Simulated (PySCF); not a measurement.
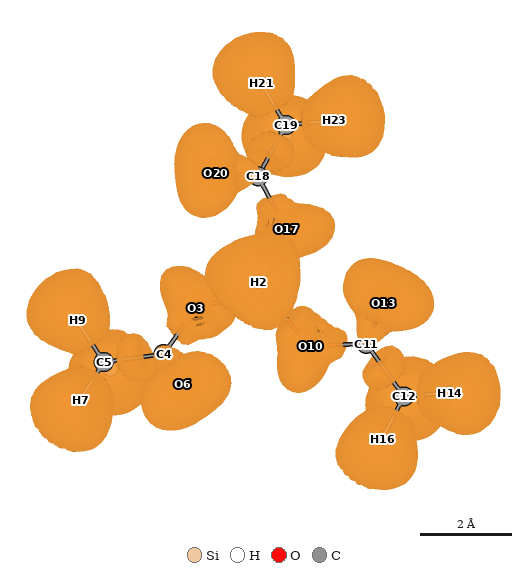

*C₆H₁₀O₆Si (SiH(OAc)3). Isosurface of the electron localisation function at 0.75 (orange), seen across its widest extent. Only the valence region is drawn (cores and ρ < 0.01 e/Å³ removed).*

Geometry: PBE0-D3(BJ)/def2-SVP.

These are results of PySCF 2.14.0, PBE0/pcSseg-1, SCF density, gas phase, non-relativistic, not measurements.

```xyz
23

Si    0.0043    0.0066    0.5266
H     0.0282   -0.0270    1.9899
O     1.5271    0.1287   -0.1895
C     2.3544    1.0955    0.2523
C     3.7090    1.0218   -0.3746
O     1.9937    1.9058    1.0657
H     4.3369    1.8399   -0.0061
H     3.6130    1.0736   -1.4689
H     4.1677    0.0509   -0.1360
O    -0.8713    1.2936   -0.1260
C    -2.1329    1.4694    0.3114
C    -2.7873    2.6706   -0.2904
O    -2.6338    0.7107    1.1006
H    -3.8112    2.7671    0.0865
H    -2.7896    2.5768   -1.3862
H    -2.2016    3.5683   -0.0442
O    -0.6776   -1.3584   -0.1943
C    -0.2236   -2.5653    0.1940
C    -0.9625   -3.6922   -0.4523
O     0.6826   -2.6710    0.9795
H    -0.5491   -4.6506   -0.1206
H    -0.8896   -3.6005   -1.5458
H    -2.0295   -3.6247   -0.1935
```

What do the ELF domains correspond to?

Answer. The surface consists of three regions between bonded C–C atoms (shared pairs), ten regions around hydrogen nuclei and six regions on O in which the atom's valence shell and bonds are merged.

Values along the shortest contacts:
C–O (1.20 Å): the ELF peaks at about 0.85 between the atoms (a multiple bond). C–C (1.49 Å): the ELF peaks at about 0.95 between the atoms: a shared electron pair.
